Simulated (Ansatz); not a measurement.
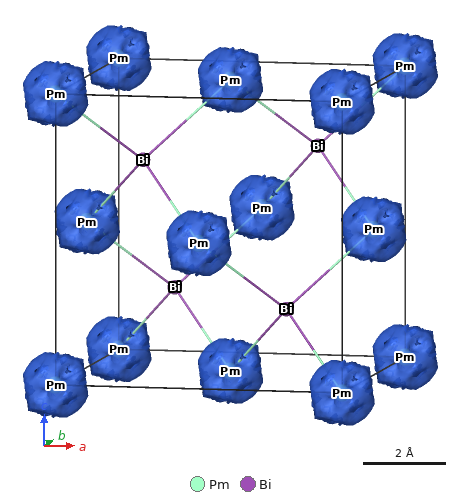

*PmBi. Isosurfaces of the spin density (up minus down) at +0.3 (blue) and −0.3 e/Å³ (red), seen slightly off an axis. Sticks mark near contacts.*

Space group F-43m; started from the zincblende prototype, which need not be the ambient phase; the SCF solution may not be the lowest one; Hubbard U of 6 eV on Pm f only; spin-polarised.

Computed with DFT PBE+U, scalar-relativistic, plane waves, PAW (Ansatz 0.2.0).

The density is the valence pseudo-density of a PAW calculation; it isn't the true density close to the nuclei.

```cif
data_structure
_symmetry_space_group_name_H-M 'P 1'
_symmetry_Int_Tables_number 1
_cell_length_a 7.2412
_cell_length_b 7.2412
_cell_length_c 7.2412
_cell_angle_alpha 90.000
_cell_angle_beta 90.000
_cell_angle_gamma 90.000
_cell_volume 379.70
loop_
_atom_site_label
_atom_site_type_symbol
_atom_site_fract_x
_atom_site_fract_y
_atom_site_fract_z
_atom_site_occupancy
Pm1 Pm 0.50000 0.50000 0.00000 1
Pm2 Pm 0.00000 0.50000 0.50000 1
Pm3 Pm 0.00000 0.00000 0.00000 1
Pm4 Pm 0.50000 0.00000 0.50000 1
Bi1 Bi 0.25000 0.75000 0.25000 1
Bi2 Bi 0.75000 0.75000 0.75000 1
Bi3 Bi 0.75000 0.25000 0.25000 1
Bi4 Bi 0.25000 0.25000 0.75000 1
```

**Describe the spin distribution.**

The spin density sits on Pm: +4.0 μB (×4) in one cell of 8 atoms, with smaller moments on other sites: Bi (up to −0.05 μB): parallel moments, as they must be, since the calculation's own cell holds one magnetic site. The cell of the calculation (2 atoms) carries 4.0 μB of net spin moment. Only one sign reaches the isovalue.
